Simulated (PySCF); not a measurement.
C7H10N2Si

The calculation's input:

```
{"job": {"kind": "nmr", "xc": "PBE0", "basis": "pcSseg-1"}, "charge": 0, "multiplicity": 1}
C      2.296314    -0.525845    -0.921998
C      2.292824    -0.464820     0.394989
C      1.144562    -0.011403     1.249820
N     -0.020986     0.429815     0.511509
Si    -0.258686     2.092726     0.033899
C     -0.794482    -0.553445     0.031672
C     -1.161716    -1.795047    -0.113881
C     -2.025771    -0.757140    -0.812498
C     -3.293443    -0.414668    -0.269334
N     -4.310513    -0.131482     0.178400
H      3.157016    -0.866975    -1.470339
H      1.439367    -0.241579    -1.509268
H      3.164412    -0.763165     0.962454
H      1.480364     0.815380     1.883044
H      0.852488    -0.838900     1.909244
H      0.509577     2.410177    -1.176213
H      0.241414     2.864037     1.169608
H     -1.690003     2.232252    -0.194980
H     -1.056806    -2.837543     0.035955
H     -1.971080    -0.631696    -1.895120
```

Run with:

```sh
OMP_NUM_THREADS=1 python probes_run.py task.json out
```

Geometry: GFN2-xTB.

All numbers below come from PBE0/pcSseg-1, SCF density, gas phase, non-relativistic in PySCF.

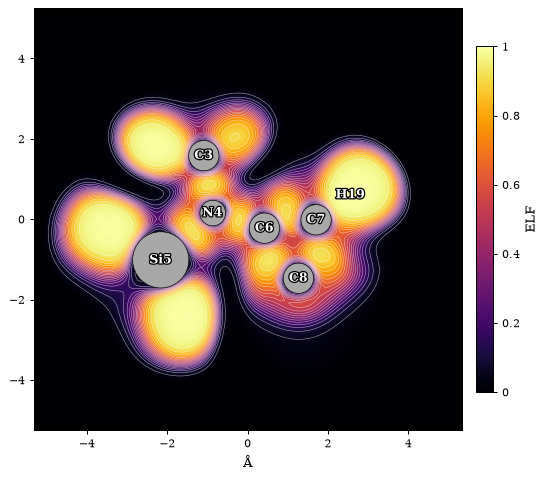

Figure 1. ELF on the plane of atoms C6, C7 and C8. Grey discs cover the atomic cores.

Describe what can be read from this map.

- The section cuts through C, N, Si and H sites.
- C–C (1.30 Å): the ELF peaks at about 0.85 between the atoms; a multiple bond.
- Si–N (1.75 Å): the ELF peaks at about 0.95 between the atoms (a shared but strongly polarised pair).
- C–H (1.06 Å): the ELF climbs to about 1 towards the hydrogen, as it does in any bond to H (an ordinary covalent bond to hydrogen).
- C–C (1.51 Å): the ELF peaks at about 0.80 between the atoms; localised, covalent bonding.

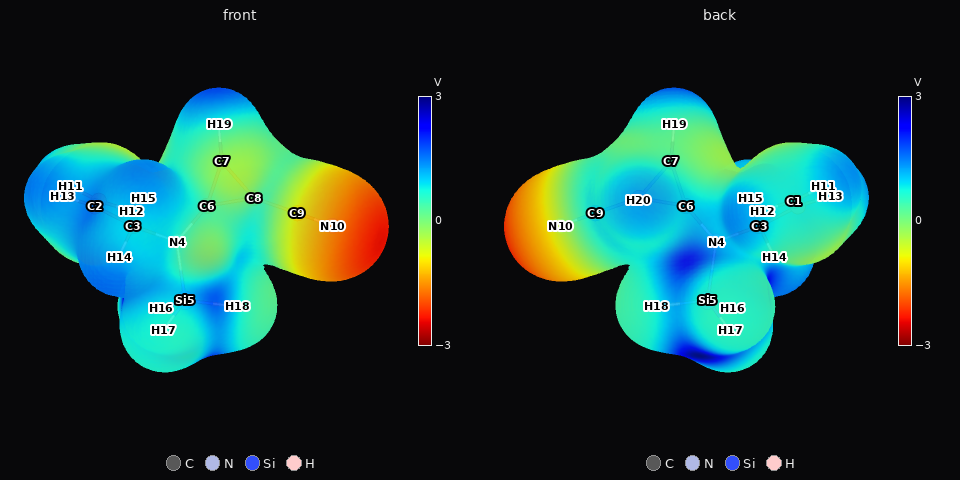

Figure 2. The electrostatic potential painted on the density surface at 0.004 e/bohr³, seen from the front and from behind; red is negative and blue positive.

Where is the surface potential most negative and most positive?

The most negative region (about −2.3 V) lies over N10, the most positive (about +2.6 V) over Si5. N10 is the likeliest acceptor of a hydrogen bond.
